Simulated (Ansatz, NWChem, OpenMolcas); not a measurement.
Swapping H for F on Si: the HOMO–LUMO gap

On one Si centre that keeps OH, n of the H ligands are replaced by F. The HOMO–LUMO gap y in eV at wB97M-V/def2-TZVPP. Shapes: PBE0-D4/def2-TZVP. Flexible molecules stand in one conformer, not always the lowest. Programs: Ansatz 0.2.0, NWChem 7.3.0, OpenMolcas 26.06. A level may come from different programs for different species; with the same settings they agree closely.

```
 molecule  n  y (eV)
 SiH3(OH)  0   12.71
SiH2(OH)F  1       ?
SiH(OH)F2  2   14.91
 Si(OH)F3  3   14.92
```

Q: Fit y = c + s·n to the known rows and predict SiH2(OH)F.

A: 
1. Means of the 3 rows: n = 1.66667, y = 14.180.
2. Σ(Δn)² = 4.6667, Σ(Δn·Δy) = 3.68, so the slope is 3.68/4.6667 = 0.78857.
3. Intercept: 14.180 − (0.78857) × 1.66667 = 12.866. The largest residual of the fit is 0.47.
4. SiH2(OH)F: 12.866 + (0.78857) × 1 = 13.65 eV.

The run gave 13.54 eV, so the prediction is off by +0.11 eV, within the largest residual. The step per swap drifts from +0.83 to +0.01 eV. Other levels give for SiH2(OH)F: PBE-D4/def2-TZVPP 7.30; r2SCAN-D4/def2-TZVPP 8.27; B3LYP/6-31G* (Cartesian functions) 9.61 eV. Orbital gaps aren't excitation energies, and the LUMO depends on the basis. At 9 other levels on record the series doesn't rise at every step.

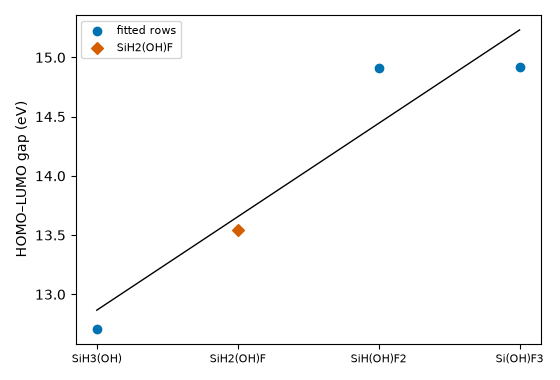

The fitted line, with the withheld member.
